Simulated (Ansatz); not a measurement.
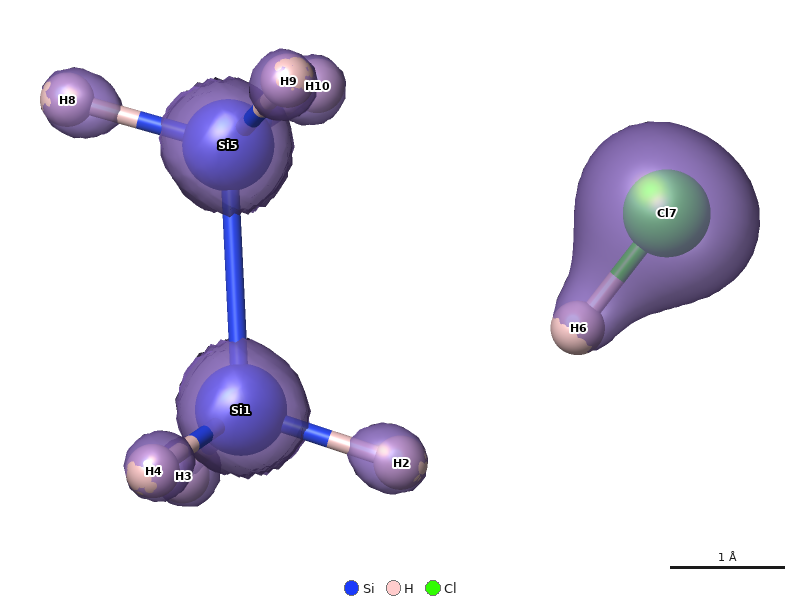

The picture shows: H6Si2···HCl. Isosurface of the total electron density at 1 e/Å³ (purple), seen across its widest extent.

The reactant side of a reaction path; geometry: PBE0-D4/def2-TZVP.

The calculation used Ansatz 0.2.0, RKS PBE0-D4/def2-TZVPP.

```yaml
atoms:
  - { symbol: Si, position_ang: [-1.3171, -0.1641, -0.0800] }
  - { symbol: H, position_ang: [-0.8832, -0.9568, -1.2697] }
  - { symbol: H, position_ang: [-2.2336, 0.9000, -0.5675] }
  - { symbol: H, position_ang: [-2.0704, -1.0830, 0.8134] }
  - { symbol: Si, position_ang: [0.5219, 0.7616, 1.0332] }
  - { symbol: H, position_ang: [0.9909, -1.1943, -1.8352] }
  - { symbol: Cl, position_ang: [2.2699, -1.1598, -1.9355] }
  - { symbol: H, position_ang: [0.0280, 1.5345, 2.2047] }
  - { symbol: H, position_ang: [1.4297, -0.3135, 1.5094] }
  - { symbol: H, position_ang: [1.2641, 1.6754, 0.1272] }
```

> What does this surface tell about the bonding?

At this value the surface falls into nine separate pieces. It bridges the sampled Cl–H (1.28 Å) contacts, where the density stays above the isovalue. It is pinched off along the sampled H···H (1.97 Å), Si–Si (2.34 Å) and Si–H (1.49 Å) contacts. On the grid the lowest density along these lines, outside the cores, is 0.08 e/Å³ (H···H, 1.97 Å), 0.64 e/Å³ (Si–Si, 2.34 Å), 1.7 e/Å³ (Cl–H, 1.28 Å) and 0.8 e/Å³ (Si–H, 1.49 Å).
